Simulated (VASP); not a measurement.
Data:

```yaml
crystal:
  lattice:
    - [2.82996, 0.00000, 0.00000]
    - [0.00000, 2.82996, 0.00000]
    - [0.00000, 0.00000, 2.82996]
  atoms:
    - { symbol: Cr, position: [0.00000, 0.00000, 0.00000], spin: 0.9 }
    - { symbol: Cr, position: [0.50000, 0.50000, 0.50000], spin: -0.9 }
```

Method: PBE GGA with D3 dispersion (zero damping), VASP's PBE PAW potentials (set 64) (plane waves; VASP 6.6.1). Numerical set-up: 520 eV cut-off, 14×14×14 Γ-centred mesh, tetrahedra with Blöchl corrections, potentials Cr_pv.

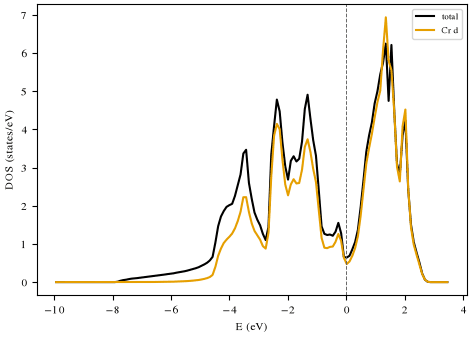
Figure. Total and projected density of states, zero at the Fermi level

Within 2 eV below the Fermi level the largest weight inside VASP's projection spheres is Cr d.

It has no gap at this level: it comes out as a metal or semimetal.

The compound is Cr in the bcc, AFM order structure. It was relaxed first, which changed the volume by -5 %.
